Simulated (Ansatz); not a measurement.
## Electronic structure of MoO$_{3}$ (charge −1, doublet) in real space

```yaml
atoms:
  - { symbol: Mo, position_ang: [-0.2959, 0.0121, -0.0171] }
  - { symbol: O, position_ang: [0.1998, 0.0863, -1.6829] }
  - { symbol: O, position_ang: [0.1034, 1.4146, 0.9316] }
  - { symbol: O, position_ang: [-0.0073, -1.5130, 0.7684] }
```

Geometry: r2SCAN-D4/def2-TZVPD; core potentials replace the inner electrons of Mo; not at a stationary point (largest force 0.6 eV/Å).

These are results of UKS PBE0-D4/def2-TZVPD (Ansatz 0.2.0), not measurements.

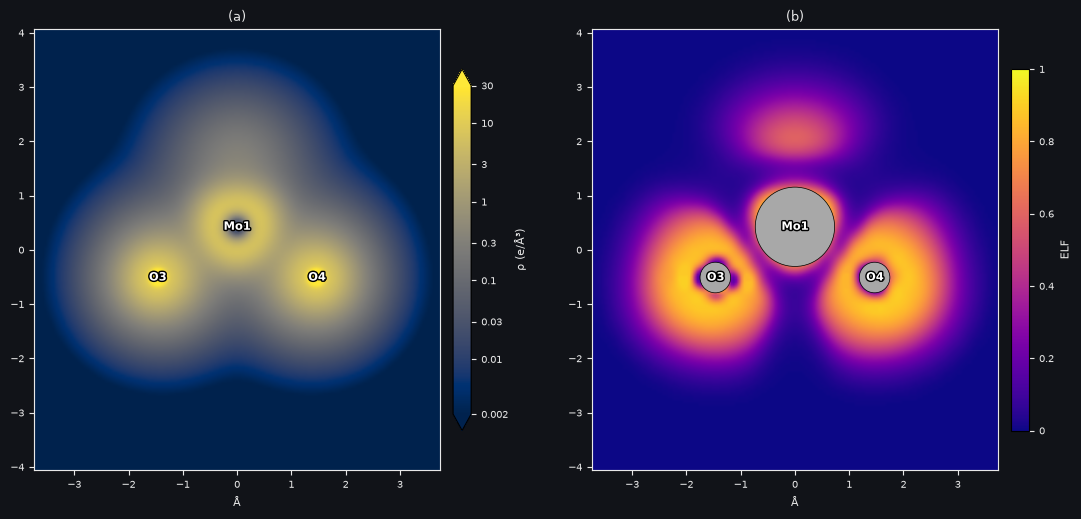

Figure 1. (a) electron density; (b) ELF on the plane of atoms O3, Mo1 and O4. Grey discs cover the atomic cores in the ELF map.

Describe what can be read from this map.

The section cuts through Mo and O sites.
Mo–O (1.74 Å): ρ at the midpoint is about 1.7 e/Å³; the ELF peaks at about 0.80 in the valence shell of O, 0.5 Å from its nucleus, and drops to about 0.35 between the two atoms.

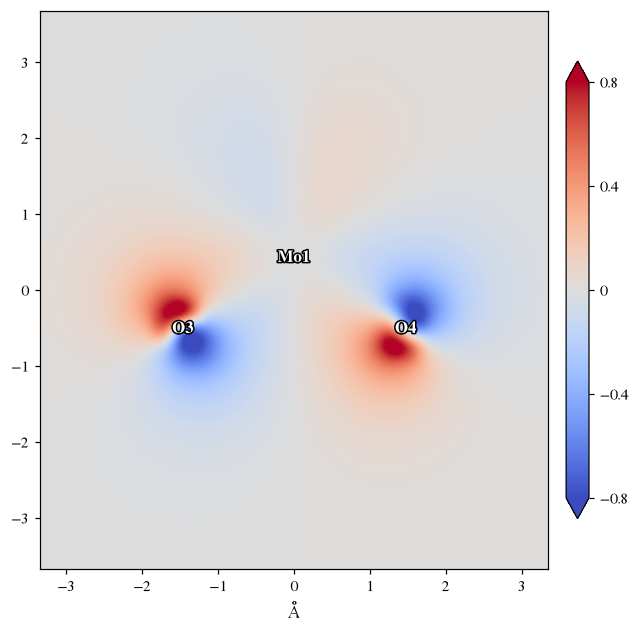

Figure 2. The HOMO−1 (α) on the plane of atoms O3, Mo1 and O4 (values in Å⁻³ᐟ²; the overall sign is arbitrary).

What is the character of this orbital?

Its weight (Hirshfeld) is mainly on O2 (about 30 %), O3 (about 30 %) and O4 (about 30 %); largely a combination of lone pairs on O2, O3 and O4. Its energy is −3.13 eV.

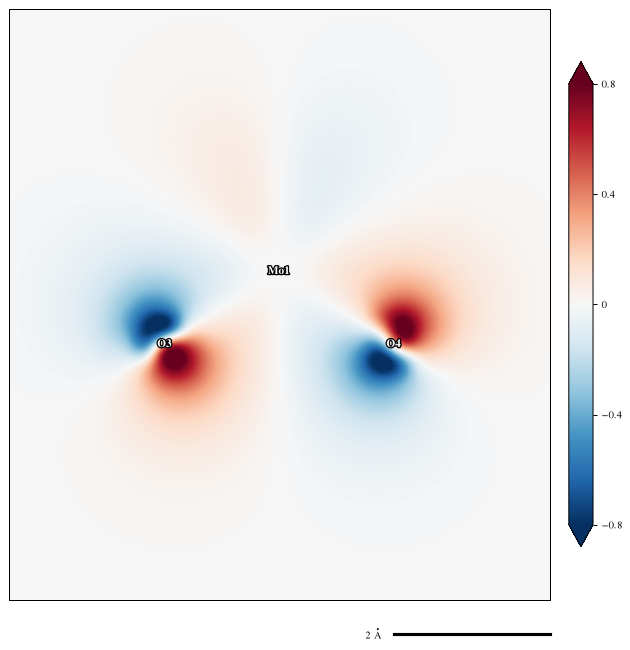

Figure 3. The HOMO (β) on the plane of atoms O3, Mo1 and O4 (values in Å⁻³ᐟ²; the overall sign is arbitrary).

Describe this orbital and give its energy.

Its weight (Hirshfeld) is mainly on O2 (about 30 %), O3 (about 30 %) and O4 (about 30 %); largely a combination of lone pairs on O2, O3 and O4. Its energy is −3.20 eV.
